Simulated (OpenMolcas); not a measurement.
# quartet Si2NH5F: levels of theory compared

We compute a comparison of 6 runs (UHF/6-31G*, U-revPBE/6-31G*, UBHLYP/6-31G*, UPBE/6-31G*, UB3LYP/6-31G*, ROCCSD(T)/6-31G*) of quartet Si2NH5F. 

The results are computed with OpenMolcas 26.06.

**1. The system as given**

Si2NH5F has 9 atoms, charge 0, and is taken as a quartet. SMILES of the parent species: `F[SiH2]N[SiH2]`. The coordinates come from a PBE0-D4/def2-TZVP relaxation. This is one conformer, not always the lowest. That shape belongs to the parent species and isn't relaxed for this state.

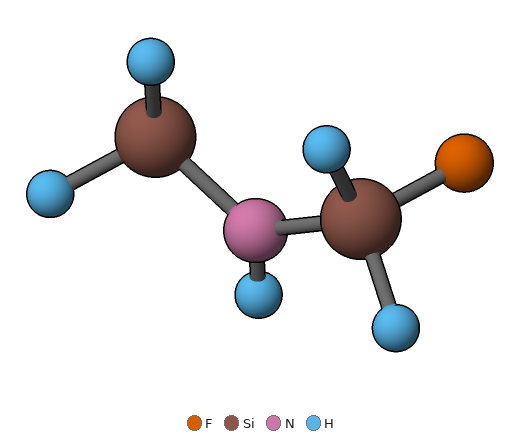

Viewed from a chosen angle; fluorine orange, silicon brown, nitrogen pink, hydrogen blue.

**2. A single-point energy at UHF/6-31G(d) (spherical functions) (run 1)**

input.xyz

```xyz
9

F     -1.778200     1.208900    -1.181800
Si    -0.288000     1.123600    -0.604900
N      0.241500    -0.491400    -0.403000
Si     0.023600    -1.533600     0.967900
H      0.576300     1.799100    -1.598800
H     -0.302800     1.779800     0.718800
H      0.600400    -0.942200    -1.234500
H     -0.246300    -0.650000     2.136200
H      1.261800    -2.340700     1.182700
```

run.inp

```
* FH5NSi2 Hartree-Fock

&GATEWAY
  BASLIB = $CurrDir
  COORD = input.xyz
  BASIS = 6-31Gs
  GROUP = NoSym

&SEWARD

&SCF
  UHF
  SPIN = 4
  THRESHOLDS = 1e-10 1e-07 1e-07 1e-05
  PRORBITALS = 1 2
```

The basis set 6-31G* is read from a file made from the Basis Set Exchange's data (not shown).

Run with:

```console
$ export MOLCAS_MEM=1860
$ pymolcas run.inp > run.log
```

The log of the run:

```text
--- Start Module: gateway ---
[...]
--- Stop Module: gateway /rc=_RC_ALL_IS_WELL_ ---
--- Start Module: seward ---
[...]
      Basis functions           74
--- Stop Module: seward /rc=_RC_ALL_IS_WELL_ ---
[...]
--- Start Module: scf ---
[...]
       Convergence after  26 Iterations
[...]
::    Total SCF energy                               -734.4506165506
[...]
      Total spin, S                                     1.5033138090
[...]
      Total electronic charge=   49.000000
      Total            charge=   -0.000000
[...]
      Dipole Moment (debye):
      Origin of the operator (angstrom)=   -0.3819    0.0453   -0.1779
                   X=  1.5451E+00               Y=  2.1799E+00               Z= -1.9771E+00           Total=  3.3239E+00
      Quadrupole Moment (debye*angstrom):
[...]
--- Stop Module: scf /rc=_RC_ALL_IS_WELL_ ---
[...]
```

Run time: 5.1 s. Hardware: 1 thread of Intel Xeon 6975P-C (Granite Rapids), shared host; peak memory 0.43 GiB.

**3. A single-point energy at U-revPBE/6-31G(d) (spherical functions) (run 2)**

run.inp

```
* FH5NSi2 Kohn-Sham DFT

&GATEWAY
 BasLib = $CurrDir
 Coord
 9
 angstrom
 F       -1.778200       1.208900      -1.181800
 Si      -0.288000       1.123600      -0.604900
 N        0.241500      -0.491400      -0.403000
 Si       0.023600      -1.533600       0.967900
 H        0.576300       1.799100      -1.598800
 H       -0.302800       1.779800       0.718800
 H        0.600400      -0.942200      -1.234500
 H       -0.246300      -0.650000       2.136200
 H        1.261800      -2.340700       1.182700
 Basis = 6-31Gs
 Group = NoSym

&SEWARD
 GridInput
 Grid=UltraFine
 End of Grid

&SCF
 UHF
 Spin = 4
 KSDFT = revPBE
 Thresholds = 1e-10 1e-07 1e-07 1e-05
 PrOrbitals = 1 2
```

The basis set 6-31G* is read from a file made from the Basis Set Exchange's data (not shown).

Run with:

```console
$ export MOLCAS_MEM=1860
$ pymolcas run.inp > run.log
```

The log of the run:

```text
--- Start Module: gateway ---
[...]
--- Stop Module: gateway /rc=_RC_ALL_IS_WELL_ ---
--- Start Module: seward ---
[...]
      Basis functions           74
--- Stop Module: seward /rc=_RC_ALL_IS_WELL_ ---
[...]
--- Start Module: scf ---
[...]
       Convergence after  27 Iterations
[...]
::    Total KS-DFT energy                            -736.1612071463
[...]
      Total spin, S                                     1.5009737728
[...]
      Total electronic charge=   49.000000
      Total            charge=   -0.000000
[...]
      Dipole Moment (debye):
      Origin of the operator (angstrom)=   -0.3819    0.0453   -0.1779
                   X=  1.4977E+00               Y=  1.1718E+00               Z= -9.7759E-01           Total=  2.1382E+00
      Quadrupole Moment (debye*angstrom):
[...]
--- Stop Module: scf /rc=_RC_ALL_IS_WELL_ ---
[...]
```

It took 37 s on 1 thread of Intel Xeon 6975P-C (Granite Rapids), shared host; peak memory 0.43 GiB.

Runs 3 to 5 aren't shown in full; the table further down has their settings and results.

**4. The energy at ROCCSD(T)/6-31G(d) (spherical functions) (run 6)**

struct.xyz

```xyz
9

F     -1.778200     1.208900    -1.181800
Si    -0.288000     1.123600    -0.604900
N      0.241500    -0.491400    -0.403000
Si     0.023600    -1.533600     0.967900
H      0.576300     1.799100    -1.598800
H     -0.302800     1.779800     0.718800
H      0.600400    -0.942200    -1.234500
H     -0.246300    -0.650000     2.136200
H      1.261800    -2.340700     1.182700
```

run.inp

```
>>> EXPORT MOLCAS_PRINT=2

&GATEWAY
  BASLIB=$CurrDir
  COORD=struct.xyz
  BASIS=6-31Gs
  GROUP=NoSym

&SEWARD

&SCF
  UHF
  SPIN=4
  THRESHOLDS=1e-10 1e-07 1e-07 1e-05
  PRORBITALS=0

&RASSCF
  FILEORB=$Project.UnaOrb
  SPIN=4
  NACTEL=3 0 0
  INACTIVE=23
  RAS2=3
  OUTORBITALS=Canonical
  ORBLISTING=Few

&MOTRA
  JOBIPH
  FROZEN=12

&CCSDT
  CCT
  TRIPLES=3
  ITERATIONS=80
  ACCURACY=1e-08
  EXTRAPOLATION=5 4
```

The basis set 6-31G* is read from a file made from the Basis Set Exchange's data (not shown).

Run with:

```console
$ export MOLCAS_MEM=1860
$ pymolcas run.inp > run.log
```

The log of the run:

```text
--- Start Module: gateway ---
[...]
--- Stop Module: gateway /rc=_RC_ALL_IS_WELL_ ---
[...]
      Basis functions           74
[...]
       Convergence after  26 Iterations
[...]
::    Total SCF energy                               -734.4506165506
[...]
      Total spin, S                                     1.5033138090
[...]
      Number of active orbitals                  3
[...]
      Spin quantum number                      1.5
[...]
      Active orbitals                            3
[...]
      Number of CSFs                             1
[...]
      Number of root(s) required                 1
[...]
      Convergence after 13 iterations
[...]
      printout of CI-coefficients larger than  0.05 for root  1
      energy=    -734.444424
      conf/sym  111     Coeff  Weight
             1  uuu   1.00000 1.00000
      Natural orbitals and occupation numbers for root  1
      sym 1:   1.000000   1.000000   1.000000
      ************************************************************************************************************************
      *                                                    Final results                                                     *
[...]
::    RASSCF root number  1 Total energy:   -734.44442364
[...]
      Total electronic charge=   49.000000
      Total            charge=   -0.000000
[...]
      Dipole Moment (debye):
      Origin of the operator (angstrom)=   -0.3819    0.0453   -0.1779
                   X=  1.5470E+00               Y=  2.1206E+00               Z= -1.8901E+00           Total=  3.2346E+00
      Quadrupole Moment (debye*angstrom):
[...]
--- Start Module: motra ---
[...]
      Convergence after                    25  Iterations
      Total energy (diff) :    -734.94368398      -0.00000000
[...]
 METHOD                       : CCSD+T(CCSD)+<T3(1)WT1>+<T3(1)UT2> = CCSD(T)
[...]
       CCSD     =      -734.9436839758981
[...]
```

It took 27 s on 1 thread of Intel Xeon 6975P-C (Granite Rapids), shared host; peak memory 0.43 GiB.

**5. Overview of the runs**

| run | level | integration grid | Cartesian functions | energy (Eh) | dipole moment (D) | HOMO energy (eV) | ⟨S²⟩ | wall time |
| --- | --- | --- | --- | --- | --- | --- | --- | --- |
| 1 | UHF/6-31G* (spherical functions) | – | no | -734.450617 | 3.32 | -3.11 | 3.763 | 5.1 s |
| 2 | U-revPBE/6-31G* (spherical functions) | UltraFine | no | -736.161207 | 2.14 | -1.31 | 3.754 | 37 s |
| 3 | UBHLYP/6-31G* (spherical functions) | UltraFine | no | -736.267618 | 2.38 | -2.34 | 3.755 | 32 s |
| 4 | UPBE/6-31G* (spherical functions) | UltraFine | no | -735.868000 | 2.10 | -1.34 | 3.753 | 37 s |
| 5 | UB3LYP/6-31G* (Cartesian functions) | UltraFine | yes | -736.381891 | 2.12 | -1.80 | 3.754 | 41 s |
| 6 | ROCCSD(T)/6-31G* (spherical functions) | – | no | -734.954877 | – | – | – | 27 s |

**6. Summary of results**

| quantity | value |
| --- | --- |
| run 6: total energy | -734.95488 Eh |
| run 6: (T) correction | -11.19 mEh |

Over runs 1, 2, 3, 4, 5 the dipole moment (its size) runs from 2.10 D (UPBE/6-31G*) to 3.32 D (UHF/6-31G*). Totals of different functionals can't be ranked against each other. All runs together took 3 min, the longest 41 s.
